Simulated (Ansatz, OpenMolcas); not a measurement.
BF (SMILES [B]F): methods side by side

BF: 2 atoms, total charge 0, spin state singlet. SMILES: `[B]F`. The coordinates come from a PBE0-D4/def2-TZVP relaxation.

```xyz
2

B     0.0000    0.0000   -0.0094
F     0.0000    0.0000    1.2537
```

Quantity: the energy change with the B1–F2 bond stretched from 1.263 to 1.453 Å, in eV. The values are calculated.

```csv
level,kind,program,value (eV),less CCSD(T)/def2-TZVPPD,CPU time (all runs)
PBE/def2-TZVPPD (restricted),GGA,Ansatz,0.49,-0.04,3 s
M06-L/def2-TZVPPD (restricted),meta-GGA,OpenMolcas,0.62,+0.09,23 s
r2SCAN/def2-TZVPPD (restricted),meta-GGA,OpenMolcas,0.57,+0.04,23 s
PBE0/def2-TZVPPD (restricted),global hybrid,Ansatz,0.61,+0.08,3.2 s
wB97M-V/def2-TZVPPD (restricted),range-separated hybrid,Ansatz,0.57,+0.04,20 s
B2PLYP/def2-TZVPPD (restricted),double hybrid,OpenMolcas,0.58,+0.05,14 s
RPA@PBE/def2-TZVPPD (restricted),RPA,Ansatz,0.46,-0.07,5 s
MP2/def2-TZVPPD (restricted),perturbation theory,OpenMolcas,0.56,+0.03,5.3 s
CCSD(T)/def2-TZVPPD (restricted),coupled cluster or CI,Ansatz,0.53,0.00,4.6 s
```

Differences are taken from CCSD(T)/def2-TZVPPD (restricted) for orientation; it has basis-set and higher-order errors of its own. The first shape isn't each level's own minimum. The values span 0.46 to 0.62 eV. CPU times are rough (shared hosts, several kinds of processor): they show what a rung costs within a factor of a few.

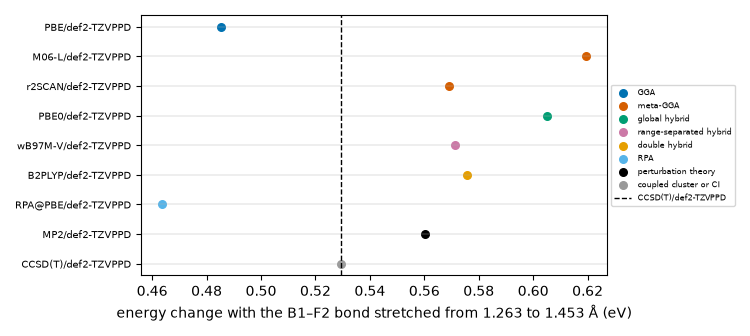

The values of the table, level by level.
